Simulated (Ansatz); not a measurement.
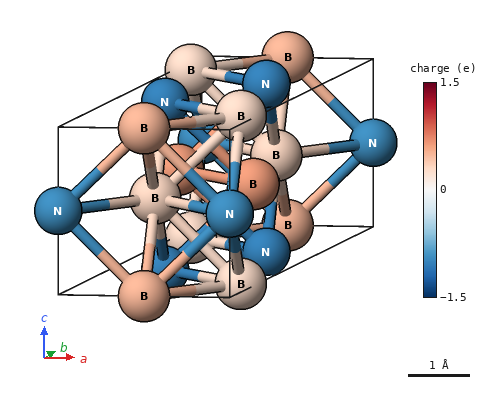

The structure above is drawn in ball-and-stick style and viewed slightly off an axis. Atoms at the boundary of the simulation cell (the box) are drawn once for each face, edge or corner they touch. The atoms of this B₇N₃ cell are coloured by their Bader charge.

Level of theory and settings: DFT, PAW plane waves, PBE (Ansatz 0.2.0), a plane-wave cutoff of 420 eV, a 6×6×6 sampling of the Brillouin zone, Fermi-Dirac smearing of 0.1 eV, no spin polarisation.

What charges do the elements carry?

Most positive: B; most negative: N. Charges: about B +0.3 to +0.6 e; N -1.0 to -0.9 e.

Provenance: a generated cell, made by putting these elements into a known structure type (the compound may or may not exist in this form); not relaxed. An electronic-structure calculation with Ansatz was run on it.

At this level of theory the cell isn't at rest (stretched, at -9 GPa and forces up to 0.7 eV/Å), so its distances can differ from those at equilibrium, the more so the softer the solid.
